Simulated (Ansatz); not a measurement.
## Electronic structure of CH6Sn···H2O in real space

Input file:

```
crystal:
  periodic: [false, false, false]
  atoms:
    - { symbol: Sn, position_ang: [-0.5398, 1.1802, 0.048] }
    - { symbol: O, position_ang: [-0.0165, -0.5018, 1.6743] }
    - { symbol: H, position_ang: [-1.5747, 1.25, -1.3441] }
    - { symbol: H, position_ang: [-1.4798, 1.9417, 1.2627] }
    - { symbol: H, position_ang: [0.8767, 2.1216, -0.132] }
    - { symbol: H, position_ang: [0.3254, -0.9229, 0.5187] }
    - { symbol: C, position_ang: [0.3894, -0.9547, -0.8769] }
    - { symbol: H, position_ang: [0.5176, -0.5883, 2.4628] }
    - { symbol: H, position_ang: [1.1934, -1.6662, -0.676] }
    - { symbol: H, position_ang: [0.7748, -0.346, -1.695] }
    - { symbol: H, position_ang: [-0.4664, -1.5136, -1.2425] }
basis:
  gaussian: { orbitals: def2-mTZVP }
hamiltonian:
  xc: revpbe
  dispersion: d4
relax:
  f_tol: 0.15
  max_steps: 25
  restrain:
    - { distance: [0, 6], at: 2.15, k: 30.0 }
    - { distance: [5, 1], at: 0.97, k: 30.0 }
    - { distance: [0, 1], at: 3.35, k: 30.0 }
    - { distance: [5, 6], at: 2.37, k: 30.0 }
output:
  orbitals: {}
```

Run with:

```sh
ansatz run input.yaml --threads 2 --pin off --max-ram 3072MiB --backend cpu --events-out ev --progress --plain --runs-dir out
```

The fields are those of the run's last geometry, not of the input's.

Core potentials replace the inner electrons of Sn.

Method: RKS revPBE-D4/def2-mTZVP in Ansatz 0.2.0.

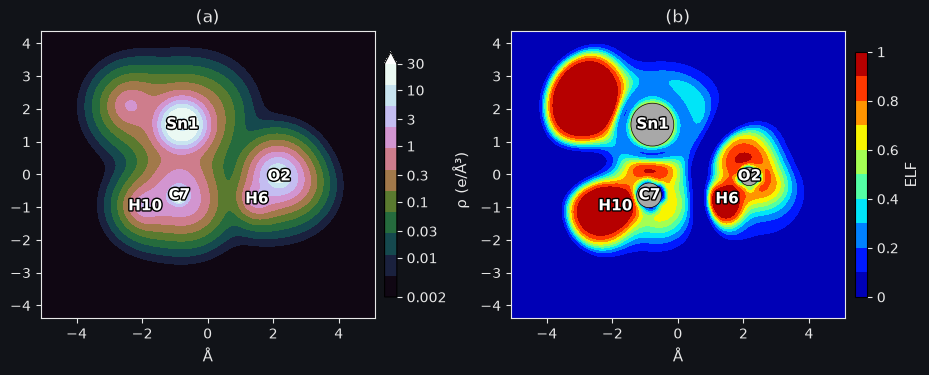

Figure 1. (a) electron density; (b) electron localisation function on the plane of atoms Sn1, C7 and H10. Grey discs cover the atomic cores in the ELF map.

Question: What do the fields say about this system?

Answer:
- Atoms in the plane: Sn, O, H and C.
- C7···H6 (2.38 Å): the density falls to about 0.08 e/Å³ on the way; the ELF dips to about 0.05 between them.
- C–Sn (2.16 Å): the density is about 0.67 e/Å³ at the midpoint; the ELF peaks at about 0.90 in the valence shell of C, 0.7 Å from its nucleus, and drops to about 0.20 between the two atoms.
- O–H (0.97 Å): ρ at the midpoint is about 3.6 e/Å³; the ELF climbs to about 1 towards the hydrogen, as it does in any bond to H; an ordinary covalent bond to hydrogen.
- C–H (1.10 Å): ρ at the midpoint is about 1.9 e/Å³; the ELF climbs to about 1 towards the hydrogen; a covalent bond by its length.
- The ELF also peaks beside O2, away from the bonds: lone-pair regions.

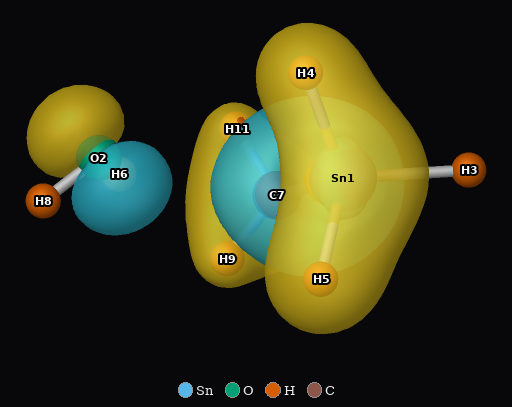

Figure 2. The HOMO−1 at ±0.1 Å⁻³ᐟ² (yellow and cyan are the two phases), seen from one side.

Question: Where does this orbital lie, and at what energy?

Answer: By Hirshfeld shares it lies mainly on C7 (about 35 %), Sn1 (about 30 %), O2 (about 10 %) and H5 (about 10 %). Its energy is −7.28 eV.

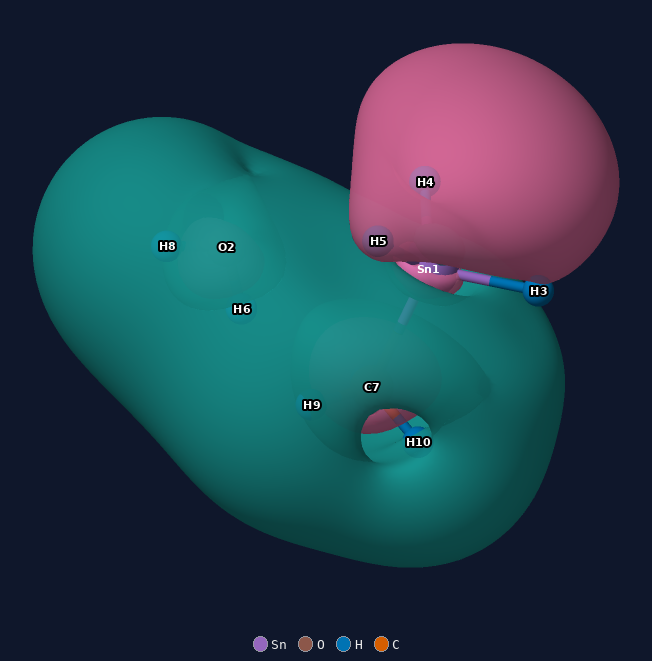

Figure 3. The LUMO at ±0.04 Å⁻³ᐟ² (teal and pink are the two phases), seen at a tilt.

Question: What is the character of this orbital?

Answer: Its weight (Hirshfeld) is mainly on Sn1 (about 30 %), C7 (about 15 %), H8 (about 15 %), H6 (about 10 %), O2 (about 10 %) and H9 (about 10 %). Its energy is −0.53 eV.
